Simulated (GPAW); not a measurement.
Consider FeNi (Tetrataenite, P4/mmm).

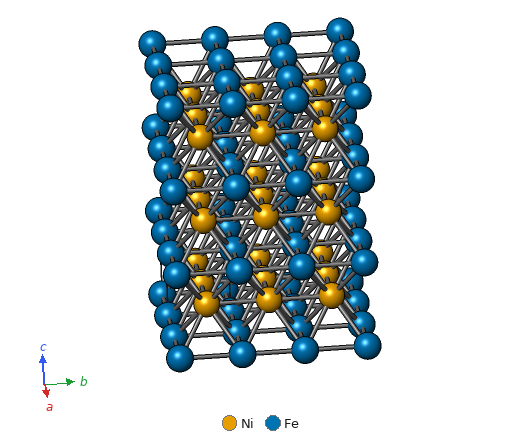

The structure (nickel orange, iron blue). 3×3×3 cells are drawn. Some periodic images of atoms are drawn too.

```xyz
2
Lattice="2.5330 0.0000 0.0000 0.0000 2.5330 0.0000 0.0000 0.0000 3.5820" Properties=species:S:1:pos:R:3 pbc="T T T"
Ni    1.2665    1.2665    1.7910
Fe    0.0000    0.0000    0.0000
```

Absorber: atom 2, with 8 Ni at 2.53 Å and 4 Fe at 2.53 Å (cuboctahedral, site symmetry 4/mmm). Method: GPAW, LDA, excited-electron core hole (neutral cell), 20-atom cell with 6.7 Å between holes, 3×3×3 k points, dipole transitions, Gaussian full width 1.25 eV up to 4 eV, rising linearly to 3.5 eV at 25 eV.

Q: What does the Fe K edge look like?

Main maxima up to 30 eV above the zero (height): 1.8 eV (0.58), 4.0 eV (0.71), 15.2 eV (1.69) and 24.1 eV (1.70). A K edge sees empty p states. The weak features of the first eV are p character mixed into the empty d bands; the main 4p edge lies above them. The total-energy difference is 7091.32 eV. The tabulated edge of the element is 7112 eV. The functional leaves an error in such absolute values: in the free atom LDA prices this hole 16.1 eV below PBE (computed apart), and PBE is itself good to a few eV.

The Fe K spectrum (energy from the lowest empty level; intensity scaled to a mean of 1 over the first 20 eV; polarised curves are means over the symmetry-equivalent atoms):

```
E (eV)  isotropic  ε ⊥ c  ε ∥ c
  -2.0       0.00   0.00   0.00
  -0.5       0.06   0.06   0.05
   1.0       0.48   0.54   0.35
   2.5       0.55   0.53   0.58
   4.0       0.71   0.69   0.75
   5.5       0.48   0.48   0.48
   7.0       0.59   0.56   0.65
   8.5       0.81   0.86   0.71
  10.0       0.87   0.82   0.97
  11.5       1.05   1.08   0.98
  13.0       1.45   1.44   1.46
  14.5       1.67   1.68   1.64
  16.0       1.67   1.65   1.70
  17.5       1.48   1.42   1.61
  19.0       1.28   1.32   1.21
  20.5       1.17   1.21   1.10
  22.0       1.35   1.29   1.46
  23.5       1.67   1.64   1.71
  25.0       1.62   1.65   1.56
  26.5       1.41   1.38   1.45
  28.0       1.35   1.33   1.40
  29.5       1.34   1.37   1.30
  31.0       1.24   1.26   1.19
```

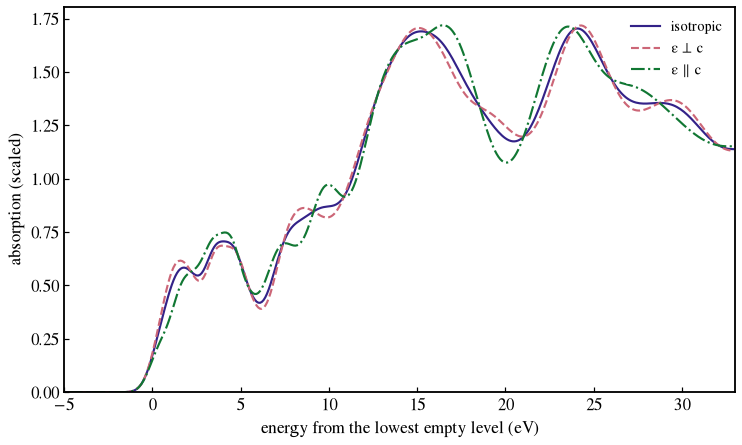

The Fe K edge.

The hole lies in one spin channel, while the script sums the empty states of both and takes the lower zero; where the two channels are split, this blurs and shifts the curve. Quadrupole 1s→3d transitions, which feed the pre-edge, are not in the dipole spectrum. The spins start ferromagnetically in a simple order, which needn't be the measured one; gap and edge can depend on it. The mesh is coarse (0.39 Å⁻¹ between points), so small maxima may be mesh ripples. Lifetime broadening is put in by hand, and intensities beyond about 20 eV depend on it and on the partial waves. The structure is a published determination, not relaxed.

[Banner, clock and machine lines of the logs are left out without a mark of their own.]

[Logs are printed without paths, hosts, clocks, repeated set-up lines and the standing remarks that a program may print on its own settings, such as how far it seeks lower states.]

[Hosts, paths, dates, database ids (printed as entryN), source tags and the programs' standing remarks are cut or masked in the printed files.]

[Lists of maxima count a maximum above −3 eV only where it reaches 4 % of the highest in the window and stands out from its surroundings by 2 % of it (1.5 % where it reaches 55 %); shoulders and weaker maxima are passed over, and of the rest the first, up to two pre-edge ones and the few strongest are named.]
